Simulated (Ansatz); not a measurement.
# Starting-point dependence of the GW gap of ZnPS3 (C2/m), part 2 of 2

One-shot GW is not self-consistent; how far does the start matter for ZnPS3 (C2/m)?

Ansatz 0.2.0; G0W0 on several functionals, plane waves, PAW. Known limits of the many-body steps: not at the basis limit; coarse k mesh.

So far. Step 2 (G0W0 on LDA): The gap on the mesh goes from 2.15 eV to 3.43 eV, a correction of +1.28 eV. Between the two edge states, bare exchange in place of the xc potential would open the gap by 7.76 eV, and correlation takes back 6.47 eV.

In doubt: masses and optical values from hybrid runs of this build are listed as unsure (step 4), which bears on the screening that GW takes from such a start.

## 3. G0W0 on r2SCAN

The same correction from a different start measures what one shot leaves open.

This step: G0W0 on r2SCAN, plane waves, PAW.

input.yaml

```yaml
crystal:
  lattice:
    - [2.9241439516, -5.0686337764, 0.0002131003]
    - [2.9241439516, 5.0686337764, 0.0002131003]
    - [-1.9314010456, 0.0, 6.30138264]
  atoms:
    - { symbol: Zn, position: [0.6674819479, 0.3325180521, 0.0] }
    - { symbol: Zn, position: [0.3325180521, 0.6674819479, 0.0] }
    - { symbol: P, position: [0.9420357264, 0.9420357264, 0.8265338672] }
    - { symbol: P, position: [0.0579642736, 0.0579642736, 0.1734661328] }
    - { symbol: S, position: [0.5801548021, 0.9164201668, 0.7487598531] }
    - { symbol: S, position: [0.0835798332, 0.4198451979, 0.2512401469] }
    - { symbol: S, position: [0.7465943414, 0.7465943414, 0.2505942246] }
    - { symbol: S, position: [0.2534056586, 0.2534056586, 0.7494057754] }
    - { symbol: S, position: [0.4198451979, 0.0835798332, 0.2512401469] }
    - { symbol: S, position: [0.9164201668, 0.5801548021, 0.7487598531] }
kpoints:
  mp_grid: { grid: [4, 4, 2] }
hamiltonian:
  xc: r2scan
scf:
  occupations: { method: fixed }
gw:
  n_empty_bands: 362
  ecut_chi: 90
  qp_bands: [v3, c3]
  qp_kpoints: band_edges
  screening: { model: contour_deformation }
```

The run is started by

```bash
$ ansatz run input.yaml --threads 8 --pin off --max-ram 55296MiB --backend cuda --events-out ev --progress --plain --runs-dir out --devices 1 --max-vram 24GiB
```

Numbers of over 12 decimals in the logs are rounded to 6 here.

The log of the run:

```text
GPUs: using 1 of 1 available (devices: 1).
[...]
GPU FFT provider: cuFFT
GPU libraries: cuBLAS 13.8.2, cuFFT 12.4.0, cuSOLVER 12.3.4
Crystal: 10 atoms, lattice volume = 186.795 Å³
Basis set: ecut = 500 eV, 4747 PW (Γ), exchange–correlation on 180×180×200 points (64 copies of the dense FFT grid, shifted against one another)
Bands: 45, of which v1, the nominal top of the filled ones, is band 35 counted from 1 (34 counted from 0)
Symmetry: 4 space group operations
[...]
k-points: 14 of 32
[...]
GPU buffer pool allocated for 101250 grid points (all kernels)
[...]
SCF iter   1: F=—  HF=-13609.543304 eV  |F-HF|=—  |Δ(HF+E_count)|=         —  Δρ=1.12e-2  dr2=1.82e-1  dr2_τ=1.25e-1  ethr=1.77e-3  ⟨swp⟩=5.3  Hψ=2731  notcnv=0  defer=84
[...]
SCF iter   8: F=-13609.596120 eV  HF=-13609.596120 eV  |F-HF|=8.67e-9  |Δ(HF+E_count)|=   9.42e-8  Δρ=2.43e-6  dr2=1.25e-8  dr2_τ=7.03e-10  ethr=1.43e-10  ⟨swp⟩=13.4  Hψ=2868  notcnv=0
SCF 1 converged in 8 iterations: F = -13609.596120 eV  dr2 = 1.25e-8
[...]
NSCF: frozen V_eff on 14 k-points
[...]
G₀W₀ screening: q 1/14
[... further progress lines ...]
[...]
SCF converged after 8 iterations
Free energy (F): -13609.596120 eV
[...]
Internal energy: -13609.596120 eV  (E = F + TS)
E sigma→0 (E₀):  -13609.596120 eV
Fermi energy:    6.114002 eV
[...]
--- Band table (eV; the first three rows and the last of 14) ---
  k-point 0: bands = [... 31 lower, 5.2438, 5.3284, 5.7545, 5.8003, 8.9893, 10.0233, 10.0250, 10.3126, ... 6 higher]
  k-point 1: bands = [... 31 lower, 5.1777, 5.2528, 5.8214, 5.8829, 9.3483, 9.9579, 10.2181, 10.3431, ... 6 higher]
  k-point 2: bands = [... 31 lower, 5.1065, 5.2375, 5.3503, 5.5869, 9.6208, 10.0397, 10.2568, 10.4049, ... 6 higher]
  k-point 13: bands = [... 31 lower, 4.4168, 5.2149, 5.6892, 5.7684, 9.5061, 9.6384, 9.9652, 10.1765, ... 6 higher]
[...]
0    33      5.3284   -18.7805     2.2738   -16.1428  0.7723     4.9628     4.9644  root
     0    34      5.7545   -20.6498     2.3625   -17.8821  0.7753     5.3475     5.3494  root
     0    35      5.8003   -20.6987     2.3474   -17.9505  0.7755     5.3978     5.3995  root
     0    36      8.9893   -10.0332    -4.0451   -14.5812  0.7977     9.4947     9.4923  root
     0    37     10.0233    -8.2979    -4.1006   -12.9623  0.7933    10.5906    10.5871  root
     0    38     10.0250    -9.8714    -4.2861   -14.7659  0.7832    10.6381    10.6334  root
     1    33      5.2528   -18.8473     2.3450   -16.1220  0.7709     4.8706     4.8724  root
     1    34      5.8214   -20.6543     2.3232   -17.9343  0.7761     5.4229     5.4246  root
[...]
13    35      5.7684   -20.4941     2.5141   -17.5385  0.7717     5.3245     5.3268  root
    13    36      9.5061    -9.3517    -3.9339   -13.8456  0.7970    10.0693    10.0661  root
    13    37      9.6384    -9.5539    -4.0420   -14.2113  0.7869    10.2583    10.2539  root
    13    38      9.9652    -9.9985    -4.1987   -14.8558  0.7834    10.6293    10.6238  root
```

Run time: 10 s. Hardware: 1 × NVIDIA H100 80GB HBM3 with 8 threads of AMD EPYC 7R13 (Zen 3), shared host; peak memory 2.3 GiB; 30 s of CPU time.

This step gave:

```yaml
bands_summed: 397
rpa_eps_infinity_on_this_mesh_eigenvalues: 4.354, 6.769, 6.780
plane_waves_in_the_screening_matrix: 365
q_points_in_the_mesh: 32
g0w0_gap_on_the_mesh: 3.787 eV
k_of_the_valence_top: -0.5, -0.5, 0
k_of_the_conduction_bottom: 0, 0, 0
starting_gap_on_the_mesh: 2.875 eV
z_at_the_valence_top: 0.7742
z_at_the_conduction_bottom: 0.7977
least_direct_g0w0_gap_on_the_computed_points: 3.936 eV
```

Against the run with 4×4×2 mesh, 362 empty bands, screening to 90 eV on LDA, the gap moves by +0.36 eV, while the start moved by +0.73 eV.

## 4. G0W0 on HSE06

This step: G0W0 on HSE06, plane waves, PAW.

Changes to input.yaml since step 3:

```diff
@@ -19,3 +19,3 @@
 hamiltonian:
-  xc: r2scan
+  xc: hse06
 scf:
```

The log of the run:

```text
GPUs: using 1 of 1 available (devices: 1).
[...]
davidson cushion auto → on  (no smearing: the cushion is to keep the highest requested band from converging to the state above it; pin scf.eigensolver.cushion to override)
[...]
GPU FFT provider: cuFFT
GPU libraries: cuBLAS 13.8.2, cuFFT 12.4.0, cuSOLVER 12.3.4
Crystal: 10 atoms, lattice volume = 186.795 Å³
Basis set: ecut = 420 eV, 3641 PW (Γ)
[...]
1    33      4.8248   -18.6591     2.1509   -16.3981  0.7893     4.7146     4.7147  root
     1    34      5.3980   -20.0331     2.0979   -17.8170  0.7936     5.2797     5.2798  root
[...]
13    35      5.3073   -19.8506     2.2741   -17.4353  0.7895     5.1660     5.1662  root
    13    36      9.7871    -9.0555    -3.8640   -13.3094  0.8125    10.1784    10.1771  root
    13    37      9.9452    -9.2593    -3.9374   -13.6013  0.8043    10.3513    10.3498  root
    13    38     10.3208    -9.7571    -4.1082   -14.3107  0.8005    10.7681    10.7662  root
[key lines of the parts left out:]
Free energy (F): -13570.051526 eV
Fermi energy:    5.676134 eV
```

Run time: 33 s. Hardware: 1 × NVIDIA H100 80GB HBM3 with 8 threads; peak memory 2.3 GiB; 83 s of CPU time.

Numbers from this step:

```yaml
bands_summed: 397
rpa_eps_infinity_on_this_mesh_eigenvalues: 4.015, 5.890, 5.898
plane_waves_in_the_screening_matrix: 365
g0w0_gap_on_the_mesh: 4.039 eV
k_of_the_valence_top: -0.5, -0.5, 0
k_of_the_conduction_bottom: 0, 0, 0
starting_gap_on_the_mesh: 3.541 eV
least_direct_g0w0_gap_on_the_computed_points: 4.188 eV
```

Against the run with 4×4×2 mesh, 362 empty bands, screening to 90 eV on r2SCAN, the gap moves by +0.25 eV, while the start moved by +0.67 eV.

## 5. The starts together

All on the 4×4×2 mesh with 362 empty bands and screening to 90 eV. Times are wall times on 1 × NVIDIA H100 80GB HBM3 with 8 threads of AMD EPYC 7R13 (Zen 3), shared host, good to a factor of about two.

```
 start  starting gap (eV)  shift (eV)  G0W0 gap (eV)  RPA ε∞ (harmonic mean)  Z (valence, conduction)   time
   LDA               2.15       +1.28           3.43                    6.83               0.76, 0.78  8.1 s
r2SCAN               2.88       +0.91           3.79                    5.72               0.77, 0.80   10 s
 HSE06               3.54       +0.50           4.04                    5.10               0.79, 0.81   33 s
```

How the two edges are built up, in eV (the quasiparticle level is the starting level plus Σx plus Σc less Vxc):

```
   run               edge  start      Σx     Σc     Vxc     Z    QP
   LDA        valence top   6.15  -20.53   2.36  -17.76  0.76  5.73
   LDA  conduction bottom   8.29  -10.34  -4.11  -15.32  0.78  9.16
r2SCAN        valence top   6.11  -20.75   2.41  -17.94  0.77  5.71
r2SCAN  conduction bottom   8.99  -10.03  -4.05  -14.58  0.80  9.49
 HSE06        valence top   5.68  -20.13   2.18  -17.83  0.79  5.55
 HSE06  conduction bottom   9.22   -9.81  -3.97  -14.16  0.81  9.59
```

For a hybrid start, Vxc holds its share of exact exchange.

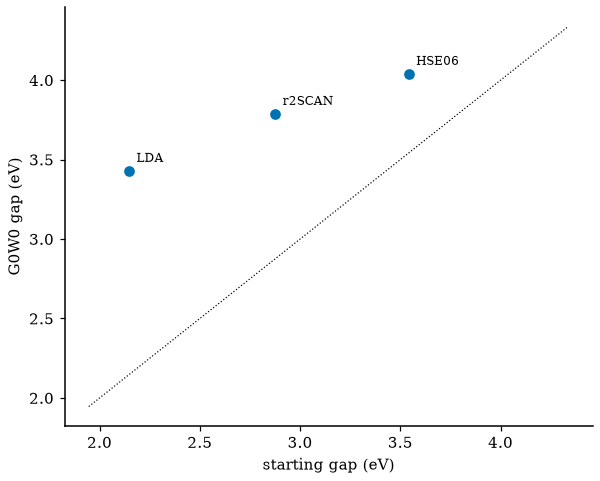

G0W0 gap against starting gap; on the dotted line the correction would vanish.

## 6. Outcome

```yaml
g0w0_lda: 3.43 eV (start 2.15 eV)
g0w0_r2scan: 3.79 eV (start 2.88 eV)
g0w0_hse06: 4.04 eV (start 3.54 eV)
known_limits: not at the basis limit; coarse k mesh
```

**Reading.** The starting gaps span 1.39 eV and the G0W0 gaps 0.61 eV. Between LDA and HSE06, 0.61 eV of the 1.39 eV survives, 44 %. HSE06 screens less than LDA (ε∞ 5.10 against 6.83). Of the 0.61 eV by which its G0W0 gap is higher, the correlation part gives +0.32 eV, and exchange with the one-particle terms, which follow the orbitals, +0.29 eV. The smallest correction, +0.50 eV, is on HSE06, the start nearest to reproducing itself. Bands and cutoff are finite, so the gap is not at the basis limit. The miss can reach some tenths of an eV and take either sign; the mesh is an error of its own. The 4×4×2 mesh is coarse for this cell (its supercell is 13 Å along the shortest edge). The RPA ε∞ on it, from the LDA start, is 5.08, 8.24 and 8.26; such meshes misread the long-range screening, most where the gap is narrow.

[Paths, hosts, dates, memory and timing lines, banners, echoed tables and standing remarks are left out of the program output.]

[Logs are printed without paths, hosts, clocks, repeated set-up lines and the standing remarks that a program may print on its own settings, such as how far it seeks lower states.]

[Runs of the session that timed out or met a known fault of the program may be left out.]

[Cells called generated may have been cut or substituted from an entry of the Crystallography Open Database or the Materials Project.]

[Hosts, paths, dates, database ids (printed as entryN), source tags and the programs' standing remarks are cut or masked in the printed files.]
